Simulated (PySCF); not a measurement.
# A workflow on CH3ClFSi (SMILES C[Si](F)Cl)

Wanted: a geometry optimisation (UHF-D3(0)/SBKJC), then the harmonic vibrations, then a single-point energy (UMP2/ma-def2-TZVP), then energy and one-electron properties (UHSE12-D4/6-311++G**) of CH3ClFSi. The job is set up through a Python script.

Program for the calculation: PySCF 2.14.0.

### 1 Starting point

CH3ClFSi has 7 atoms, charge 0, and is taken as a doublet. SMILES: `C[Si](F)Cl`. Geometry: a rough force-field guess. The run starts from this shape.

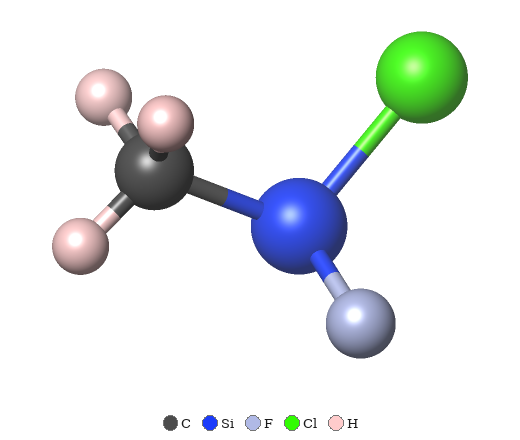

The structure, seen from a chosen angle (carbon dark grey, silicon blue, fluorine light blue, chlorine green, hydrogen pink).

### 2 A structure relaxation at UHF-D3(0)/SBKJC (density fitting with cc-pvdz-jkfit, core potential) (run 1)

Contents of calc.py:

```python
# C[Si](F)Cl
from pyscf import gto, scf
from pyscf.geomopt.geometric_solver import kernel as optimise

molecule = gto.Mole()
molecule.atom = '''
C     -0.107400     0.759000    -0.090900
Si    -0.209900    -0.922400     0.551200
F      1.164600    -1.229500     1.249600
Cl    -0.380300    -2.212000    -1.015300
H     -1.085900     1.055900    -0.632100
H     -0.010100     1.543300     0.704000
H      0.690300     0.937600    -0.812300
'''
molecule.basis = 'sbkjc'
molecule.verbose = 4
molecule.spin = 1
molecule.max_memory = 1860
molecule.charge = 0
molecule.ecp = {'C': 'sbkjc', 'Si': 'sbkjc', 'F': 'sbkjc', 'Cl': 'sbkjc'}
molecule.build()

hf = scf.UHF(molecule)
hf = hf.density_fit(auxbasis='cc-pvdz-jkfit')
hf.max_cycle = 100
hf.disp = 'd3zero'
converged, mol_eq = optimise(hf, maxsteps=100, convergence_set='GAU_TIGHT')
print('converged:', converged)
print(mol_eq.tostring())

hf.reset(mol_eq)
molecule = mol_eq
hf.kernel()
e_tot = hf.e_tot
print('E(%s) = %.9f' % ('HF', e_tot))
```

Launch:

```sh
$ OMP_NUM_THREADS=1 python calc.py
```

Output:

```text
PySCF version 2.14.0

[... 82 lines left out ...]
WARN: Mole.unit (angstrom) is changed to Bohr
[... 288 lines left out ...]
converged SCF energy = -49.5070513783113  <S^2> = 0.75330316  2S+1 = 2.0033004
[... 347 lines left out ...]
converged SCF energy = -49.5072170918526  <S^2> = 0.75353701  2S+1 = 2.0035339
[... 327 lines left out ...]
converged SCF energy = -49.5072175289109  <S^2> = 0.75353659  2S+1 = 2.0035335
[... 291 lines left out ...]
converged SCF energy = -49.5072175550815  <S^2> = 0.75353755  2S+1 = 2.0035344
[... 176 lines left out ...]
converged SCF energy = -49.5072175550682  <S^2> = 0.753538  2S+1 = 2.0035349
E(HF) = -49.507217555
```

Wall time 13 s (1 thread of Arm Neoverse V2, shared host); peak memory 0.16 GiB.

Step by step:

```csv
step,energy from the first frame kept (eV),largest force (eV/Å)
0,0.0000,4.8703
1,-0.6449,1.4116
2,-0.7140,0.2966
3,-0.7184,0.0461
4,-0.7185,0.0167
5,-0.7186,0.0048
6,-0.7186,0.0024
7,-0.7186,0.0046
8,-0.7186,0.0052
9,-0.7186,0.0040
10,-0.7186,0.0029
11,-0.7186,0.0016
12,-0.7186,0.0006
13,-0.7186,0.0001
14,-0.7186,0.0001
15,-0.7186,0.0000
```

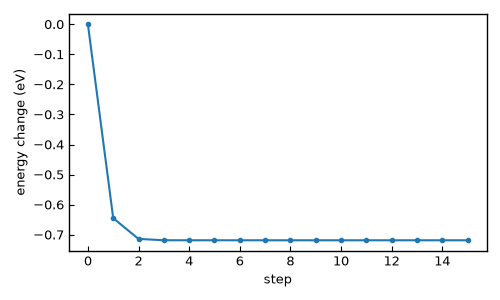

Energy along the run.

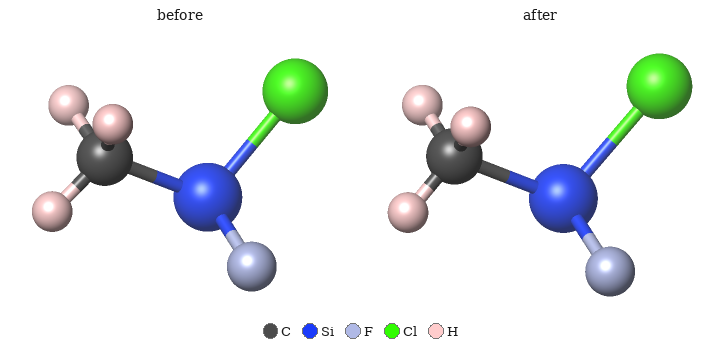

Before and after, at one scale.

After the run. Bond lengths: C1–Si2 1.900 Å, Si2–F3 1.705 Å, Si2–Cl4 2.189 Å, C1–H5 1.087 Å, C1–H6 1.088 Å, C1–H7 1.089 Å. Angles: C1–Si2–F3 106.0°, C1–Si2–Cl4 109.5°, F3–Si2–Cl4 105.5°, Si2–C1–H5 111.0°, Si2–C1–H6 109.8°, Si2–C1–H7 108.4°, H5–C1–H6 109.5°, H5–C1–H7 109.3°, H6–C1–H7 108.8°.

### 3 The harmonic vibrations at UHF-D3(0)/SBKJC (density fitting with cc-pvdz-jkfit, core potential) (run 2)

Contents of calc.py:

```python
from pyscf import gto, scf, symm
from pyscf.hessian import thermo

molecule = gto.Mole()
molecule.atom = '''
C       -0.160094       2.061842      -0.106155
Si      -0.253085       0.289705       0.573955
F        1.261920      -0.019449       1.292096
Cl      -0.410478      -1.122540      -1.090745
H       -1.065700       2.319013      -0.648636
H       -0.015387       2.763714       0.712051
H        0.693197       2.126295      -0.780159
'''
molecule.verbose = 4
molecule.spin = 1
molecule.basis = 'sbkjc'
molecule.ecp = {'C': 'sbkjc', 'Si': 'sbkjc', 'F': 'sbkjc', 'Cl': 'sbkjc'}
molecule.charge = 0
molecule.max_memory = 1860
molecule.build()

mf = scf.UHF(molecule)
mf = mf.density_fit(auxbasis='cc-pvdz-jkfit')
mf.disp = 'd3zero'
mf.max_cycle = 100
mf.kernel()

energy = mf.e_tot
print('Final energy', energy)
hess = mf.Hessian().kernel()
modes = thermo.harmonic_analysis(molecule, hess)
thermo.dump_normal_mode(molecule, modes)
symm.geom.TOLERANCE = 1e-3  # for the symmetry number
th = thermo.thermo(mf, modes['freq_au'], 200, 101325)
thermo.dump_thermo(molecule, th)
```

Launch:

```sh
$ OMP_NUM_THREADS=1 python calc.py
```

Output:

```text
PySCF version 2.14.0

[... 98 lines left out ...]
converged SCF energy = -49.5072175550678  <S^2> = 0.753538  2S+1 = 2.0035349
Final energy -49.507217555067804
[... 3 lines left out ...]
WARN: DFTD3 does not support analytical Hessian, using finite difference
[... 1 line left out ...]
WARN: Mole.unit (angstrom) is changed to Bohr
[... 421 lines left out ...]
Gibbs free energy [Eh] -49.48243
```

It took 11 s on 1 thread of Arm Neoverse V2, shared host; peak memory 0.23 GiB.

### 4 A single-point energy at UMP2/ma-def2-TZVP (density fitting with aug-cc-pvtz-jkfit) (run 3)

Contents of calc.py:

```python
from pyscf import gto, mp

system = gto.M(
    atom=[
    ('C', (-0.158533, 0.849459, -0.105899)),
    ('Si', (-0.251524, -0.922678, 0.574211)),
    ('F', (1.263481, -1.231832, 1.292352)),
    ('Cl', (-0.408917, -2.334923, -1.090489)),
    ('H', (-1.064139, 1.106630, -0.648380)),
    ('H', (-0.013826, 1.551331, 0.712307)),
    ('H', (0.694758, 0.913912, -0.779903)),
],
    verbose=4,
    spin=1,
    max_memory=1860,
    charge=0,
    basis='ma-def2-tzvp',
)

mf = system.UHF()
mf = mf.density_fit(auxbasis='aug-cc-pvtz-jkfit')
mf.kernel()
if not mf.converged:
    mf = mf.newton().run(mf.mo_coeff, mf.mo_occ)

pt = mp.MP2(mf, frozen=12).run()
e_final = pt.e_tot
print('Final energy', e_final)
mf.analyze()
```

Launch:

```sh
$ OMP_NUM_THREADS=1 python calc.py
```

Output:

```text
PySCF version 2.14.0

[... 105 lines left out ...]
Final energy -888.3538173002797
[... 2 lines left out ...]
Nuclear Repulsion Energy =             202.285942710789357
[... 1 line left out ...]
Two-electron Energy =                  541.709415921673894
[... 1 line left out ...]
DFT Exchange-Correlation Energy =      -64.331583046179162
[... 4 lines left out ...]
MO #2   energy= -68.8860851317048  | -68.8794442381113  occ= 1 | 1
[... 2 lines left out ...]
MO #170 energy= 58.754508047784    | 58.7562946262431   occ= 0 | 0
[... 198 lines left out ...]
Dipole moment(X, Y, Z, Debye): -1.55112,  2.65388,  0.35735
```

Wall time 11 s (1 thread of Arm Neoverse V2, shared host); peak memory 0.29 GiB.

### 5 The charge distribution at UHSE12-D4/6-311++G(d,p) (run 4)

Contents of mol.xyz:

```xyz
7

C     -0.158533     0.849459    -0.105899
Si    -0.251524    -0.922678     0.574211
F      1.263481    -1.231832     1.292352
Cl    -0.408917    -2.334923    -1.090489
H     -1.064139     1.106630    -0.648380
H     -0.013826     1.551331     0.712307
H      0.694758     0.913912    -0.779903
```

Contents of input.py:

```python
# C[Si](F)Cl
from pyscf import gto, dft

mol = gto.Mole()
mol.atom = 'mol.xyz'
mol.charge = 0
mol.basis = '6-311++g**'
mol.max_memory = 1860
mol.spin = 1
mol.verbose = 3
mol.build()

ks = dft.UKS(mol, xc='hse12')
ks.disp = 'd4'
ks.max_cycle = 100
ks.kernel()
if not ks.converged:
    ks = ks.newton().run(ks.mo_coeff, ks.mo_occ)

e_final = ks.e_tot
print('E(%s) = %.9f' % ('HSE12', e_final))
dip = ks.dip_moment()
pop, q = ks.mulliken_pop()
quad = ks.quad_moment()
```

Launch:

```sh
$ OMP_NUM_THREADS=1 python input.py
```

Output:

```text
WARN: HOMO -0.195257415644633 >= LUMO -0.195257415644619

converged SCF energy = -889.218985894884  <S^2> = 0.75220895  2S+1 = 2.0022077
E(HSE12) = -889.218985895
Dipole moment(X, Y, Z, Debye): -1.55352,  2.81036,  0.30000
 ** Mulliken pop       alpha | beta **
pop of  0 C 1s        0.55186 | 0.55181
pop of  0 C 2s        0.44295 | 0.44311
pop of  0 C 3s        0.37108 | 0.35773
pop of  0 C 4s        0.30028 | 0.30336
pop of  0 C 5s        0.02053 | 0.04542
pop of  0 C 2px       0.10836 | 0.10674
pop of  0 C 2py       0.11038 | 0.09315
pop of  0 C 2pz       0.10922 | 0.10349
pop of  0 C 3px       0.26612 | 0.26226
pop of  0 C 3py       0.27993 | 0.23817
pop of  0 C 3pz       0.26906 | 0.25625
pop of  0 C 4px       0.19127 | 0.19692
pop of  0 C 4py       0.19249 | 0.17727
pop of  0 C 4pz       0.19178 | 0.19727
pop of  0 C 5px      -0.00578 | -0.00783
pop of  0 C 5py      -0.01133 | -0.00367
pop of  0 C 5pz      -0.00271 | 0.00023
pop of  0 C 3dxy      0.00058 | 0.00049
pop of  0 C 3dyz      0.00331 | 0.00345
pop of  0 C 3dz^2     0.00123 | 0.00100
pop of  0 C 3dxz      0.00511 | 0.00479
pop of  0 C 3dx2-y2    0.00403 | 0.00371
pop of  1 Si 1s        0.39423 | 0.39391
pop of  1 Si 2s        0.59052 | 0.59105
pop of  1 Si 3s        0.48156 | 0.47507
pop of  1 Si 4s        0.51006 | 0.51750
pop of  1 Si 5s        0.48834 | 0.39497
[... 86 lines of this table left out ...]
pop of  5 H 3s        0.01846 | 0.02071
pop of  5 H 4s        0.00827 | 0.00766
pop of  5 H 2px       0.00252 | 0.00250
pop of  5 H 2py       0.00511 | 0.00465
pop of  5 H 2pz       0.00505 | 0.00512
pop of  6 H 1s        0.13294 | 0.12897
pop of  6 H 2s        0.23383 | 0.22721
pop of  6 H 3s        0.01543 | 0.00922
pop of  6 H 4s       -0.00649 | -0.00980
pop of  6 H 2px       0.00522 | 0.00518
pop of  6 H 2py       0.00340 | 0.00281
pop of  6 H 2pz       0.00427 | 0.00432
In total            25.00000 | 24.00000
 ** Mulliken atomic charges   ( Nelec_alpha | Nelec_beta ) **
charge of  0C =     -0.73488  (     3.39976      3.33511 )
charge of  1Si =      0.51786  (     7.18340      6.29874 )
charge of  2F =     -0.29242  (     4.64412      4.64830 )
charge of  3Cl =     -0.15308  (     8.60217      8.55091 )
charge of  4H =      0.22637  (     0.38100      0.39263 )
charge of  5H =      0.19266  (     0.40096      0.40638 )
charge of  6H =      0.24348  (     0.38860      0.36792 )
Traceless quadrupole moment (Debye*A):
```

It took 46 s on 1 thread of Arm Neoverse V2, shared host; peak memory 0.7 GiB.

Atomic charges (e):

```csv
atom,Mulliken
C1,-0.735
Si2,+0.518
F3,-0.292
Cl4,-0.153
H5,+0.226
H6,+0.193
H7,+0.243
```

### 6 Summary of results

```
                                                                            quantity             value
                                     run 1, UHF-D3(0)/SBKJC: total energy at the end      -49.50722 Eh
                                               run 1, UHF-D3(0)/SBKJC: dipole moment            4.40 D
                          run 1, UHF-D3(0)/SBKJC: HOMO energy (highest over α and β)         -10.48 eV
                           run 1, UHF-D3(0)/SBKJC: LUMO energy (lowest over α and β)          -0.42 eV
                                           run 1, UHF-D3(0)/SBKJC: dispersion energy      -8.55 kJ/mol
                                                        run 1, UHF-D3(0)/SBKJC: ⟨S²⟩             0.754
                                  run 2, UHF-D3(0)/SBKJC: lowest harmonic wavenumber          129 cm⁻¹
                                 run 2, UHF-D3(0)/SBKJC: highest harmonic wavenumber         3338 cm⁻¹
                                           run 2, UHF-D3(0)/SBKJC: zero-point energy      114.4 kJ/mol
      run 2, UHF-D3(0)/SBKJC: ideal-gas entropy at 200 K (symmetry number 1 as used)  70.9 cal/(mol K)
                                              run 3, UMP2/ma-def2-TZVP: total energy     -888.35382 Eh
                      run 3, UMP2/ma-def2-TZVP: dipole moment (Hartree–Fock density)            3.09 D
run 3, UMP2/ma-def2-TZVP: HOMO energy (Hartree–Fock orbitals) (highest over α and β)         -10.30 eV
 run 3, UMP2/ma-def2-TZVP: LUMO energy (Hartree–Fock orbitals) (lowest over α and β)           0.18 eV
              run 3, UMP2/ma-def2-TZVP: correlation energy (12 core orbitals frozen)        -702.0 mEh
                         run 3, UMP2/ma-def2-TZVP: ⟨S²⟩ of the reference determinant             0.756
                                           run 4, UHSE12-D4/6-311++G**: total energy     -889.21899 Eh
                                          run 4, UHSE12-D4/6-311++G**: dipole moment            3.23 D
                     run 4, UHSE12-D4/6-311++G**: HOMO energy (highest over α and β)          -7.07 eV
                      run 4, UHSE12-D4/6-311++G**: LUMO energy (lowest over α and β)          -3.72 eV
                                      run 4, UHSE12-D4/6-311++G**: dispersion energy     -10.85 kJ/mol
                                                   run 4, UHSE12-D4/6-311++G**: ⟨S²⟩             0.752
```

In words: The optimisation (run 1, UHF-D3(0)/SBKJC) took 15 steps and changed the energy by -0.719 eV. Mulliken charges (run 1, UHF-D3(0)/SBKJC) run from -0.58 on C1 to +0.95 on Si2. All 15 modes (run 2, UHF-D3(0)/SBKJC) are real, so the shape is a minimum at this level. Mulliken charges (run 2, UHF-D3(0)/SBKJC) run from -0.58 on C1 to +0.95 on Si2; they depend strongly on the basis. Mulliken charges (run 3, UMP2/ma-def2-TZVP) of the mean-field density run from -0.47 on C1 to +0.71 on Si2; they depend strongly on the basis. Mulliken charges (run 4, UHSE12-D4/6-311++G**) run from -0.73 on C1 to +0.52 on Si2; in a basis this large or diffuse they mean little.
